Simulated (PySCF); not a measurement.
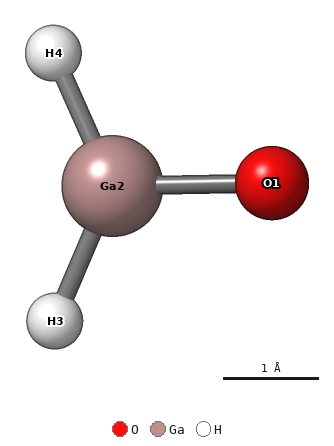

Fig. 1: The input geometry (ball-and-stick view, seen at a tilt; atoms are numbered from 1 in the order of the input). Sticks mark near contacts. Bond lengths as drawn: Ga–H 1.56 Å and Ga–O 1.79 Å.

## GaH2O: single-point calculation

GaH2O, multiplicity 2, computed with B3LYP/cc-pVDZ, UKS (PySCF 2.14.0).

The geometry comes from this level: PBE0-D4/def2-TZVP.

Log:
```
WARN: HOMO -0.316647117146243 >= LUMO -0.316647117146242

converged SCF energy = -2001.2262814702  <S^2> = 0.75534334  2S+1 = 2.0053362
total energy: -2001.22628147 hartree
```

The run was set up as follows.

Input file (job.py):
```python
# [O][GaH2]
from pyscf import gto, dft

mol = gto.M(
    atom='''
O     -1.673730    -0.934659     2.498407
Ga     0.148910     0.036850    -0.190673
H     -1.275943    -0.077101    -2.759567
H      2.905643     0.860959     0.413283
''',
    spin=1,
    max_memory=1860,
    unit='bohr',
    basis='cc-pvdz',
    verbose=3,
)

calc0 = dft.UKS(mol, xc='b3lyp')
calc0.grids.level = 4
calc0.conv_tol = 1e-10
calc0.kernel()
if not calc0.converged:
    calc0 = calc0.newton().run(calc0.mo_coeff, calc0.mo_occ)

e_final = calc0.e_tot
print(f'total energy: {e_final:.8f} hartree')
```

Command:
```bash
OMP_NUM_THREADS=1 python job.py
```

Results in brief:

- outcome: converged
- total energy: −2001.226281 hartree
- basis functions: 51
- ⟨S²⟩: 0.755
- dipole moment: 1.93 D
- hardware: 1 thread of AMD EPYC (Zen 5), 16 GiB of memory available, shared host
- wall time: 3.9 s
- peak memory: 0.27 GiB
